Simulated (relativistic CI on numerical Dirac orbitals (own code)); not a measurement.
## Run report: Mo³⁺, relativistic CI calculation

- system: Mo³⁺.
- method: Dirac-Coulomb-Breit CI, KLI orbitals optimised for each configuration, model QED (radiative potential, 1s self-energy scaled to tabulated hydrogen-like ionisation energies), valence Slater integrals scaled by 0.7, one configuration in a parametric crystal field (relativistic CI on numerical Dirac orbitals, in-house)

**Summary**

- outcome: converged
- levels computed: 39
- hardware: 1 CPU thread, shared host

**The input**
```
atom Mo  Z=42  charge=3  electrons=39
nucleus A=98  rms_radius_fm=4.4091
hamiltonian dirac-coulomb  breit=on  qed=on  c_scale=1
orbitals kli  potential=per-configuration
slater_scale 0.7
correlation none
mixing on
configurations
  [Kr] 4d3
end
crystal_field Oh 10Dq=39500
```

The program writes its results to a structured record and prints no log; tables and figures of this report are taken from that record.

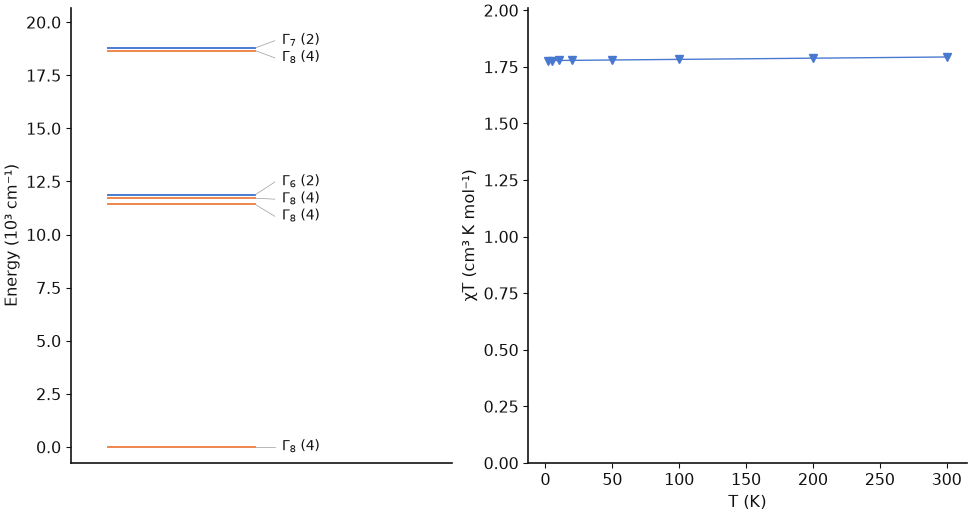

Mo³⁺ (4d³) in a field of Oh symmetry with 10Dq = 39,500 cm⁻¹. Labels give the double-group representation and, in brackets, the degeneracy; the lowest 6 of 39 levels are drawn. One open-shell configuration in a parametric field without covalency; powder susceptibility by Van Vleck's formula. The ground level is Γ₈, a quartet, with total spin S = 1.50 (from expectation values). The next level lies at 11,400 cm⁻¹ (Γ₈). The field lowers the ground state by 45,800 cm⁻¹ against the free ion. χT is 1.78 cm³ K mol⁻¹ at 2 K, 1.78 at 50 K and 1.79 at 300 K, an effective moment of 3.79 μB at room temperature.
